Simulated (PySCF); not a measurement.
**CH₃Cl, SMILES `CCl`: what the electrons do**

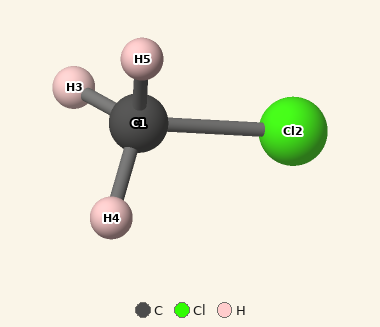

The molecule, with its atoms numbered as below. No frequency check shows the geometry to be a minimum.

Coordinates in Å:

```
C1      -1.1228    0.0000    0.0000
Cl2      0.6544    0.0000    0.0000
H3      -1.4628   -0.6904    0.7654
H4      -1.4629    1.0081    0.2152
H5      -1.4628   -0.3177   -0.9806
```

## 1. Bonding charge

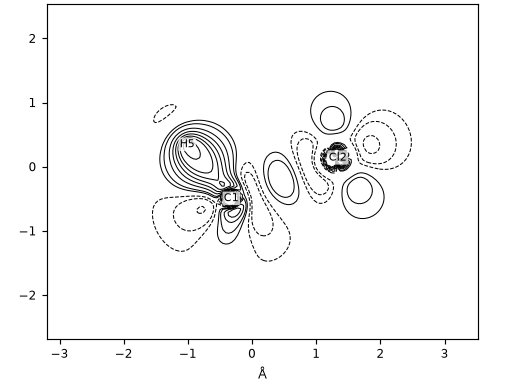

Deformation density (molecule less spherical, spin-averaged free atoms) in the plane of C1, Cl2 and H5; contours at ±0.05 to ±0.8 e/Å³; solid lines: gain, dashed lines: loss.

Method: PBE/def2-TZVP; geometry: GFN2-xTB; program: PySCF.

> Describe the bonding that the map shows.

C1–H5: +0.73 e/Å³ at the bond critical point (bond length 1.08 Å, Mayer order 1.0). C1–Cl2: +0.17 e/Å³ at the bond critical point (bond length 1.78 Å, Mayer order 1.1). In all, 1.0 electrons gather in the regions of gain relative to the promolecule.

> Where do the Hirshfeld charges lie?

The highest Hirshfeld charge is on H3, H4 and H5 (+0.05 e), the lowest on Cl2 (−0.09 e).

```
atom  charge (e)
  C1       −0.07
 Cl2       −0.09
  H3       +0.05
  H4       +0.05
  H5       +0.05
```

## 2. Bond critical points

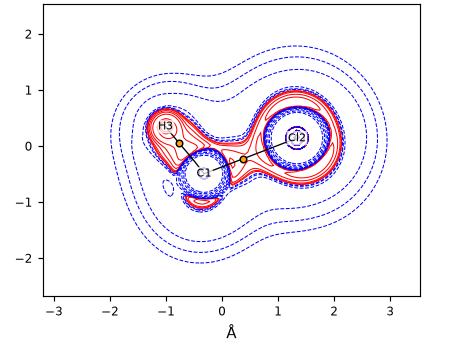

Negative Laplacian of the density (−∇²ρ) in the plane of C1, Cl2 and H3 (solid red lines positive, dashed blue lines negative, contours at ±0.02 to ±8 a.u.), with bond paths and bond critical points (dots).

> At which bond critical points in this plane is charge locally concentrated, and at which depleted?

Concentrated (∇²ρ < 0): C1–H3 (−0.99 a.u.); C1–Cl2 (−0.23 a.u.). At none is it depleted.

> Where along C1–H3 does the critical point lie?

0.70 Å from C1 and 0.38 Å from H3.

## 3. Electrostatic potential

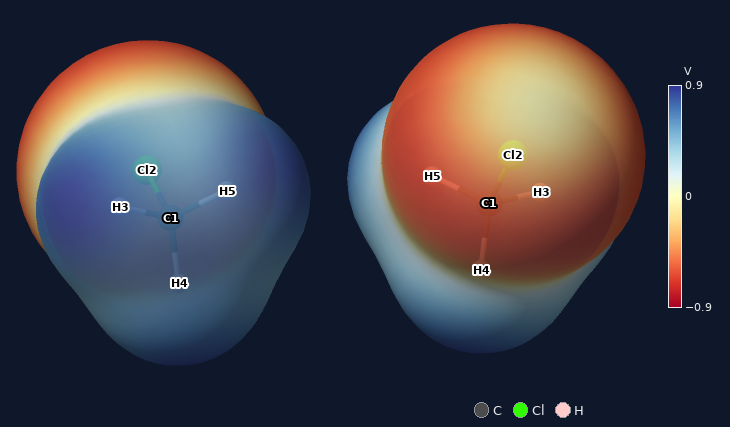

Electrostatic potential on the surface of electron density 0.001 a.u. (back view left, front view right).

> Where are the extremes of the potential on the surface?

Highest: 0.84 V, 1.3 Å from H4, and at like points elsewhere. Further maxima include −0.03 V, 2.0 Å from Cl2. Lowest: −0.63 V, 2.1 Å from Cl2, and at like points elsewhere. The surface is sampled at points, so like sites can differ by a few per cent and only the strongest of them is named.

## 4. In an electric field

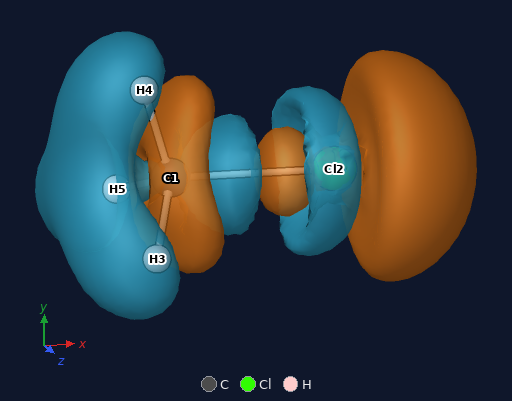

Change of the electron density in a uniform field of 0.21 V/Å, surfaces at ±0.0015 e/Å³ (light blue: gain, orange: loss).

Method: PBE/def2-TZVP; geometry: GFN2-xTB; program: PySCF. A basis without diffuse functions makes polarisabilities too small.

> Along which Cartesian direction does the field point?

Along +x: electrons gather on the −x side, against the field.

> How large is the response?

The induced dipole is 0.33 D (along the field); α along this axis, from the fields in both directions, is 32 bohr³ (4.7 Å³).

> Which atoms gain and lose the most charge?

Electrons gather most on C1 (Hirshfeld charge changes by −0.005 e) and leave Cl2 most (+0.018 e); 0.031 electrons are displaced in all.

The PySCF runs shown took 7 s and 13 s on 1 thread of Intel(R) Xeon(R) Platinum 8259CL CPU @ 2.50GHz (Skylake/Cascade Lake), with other jobs on the host.
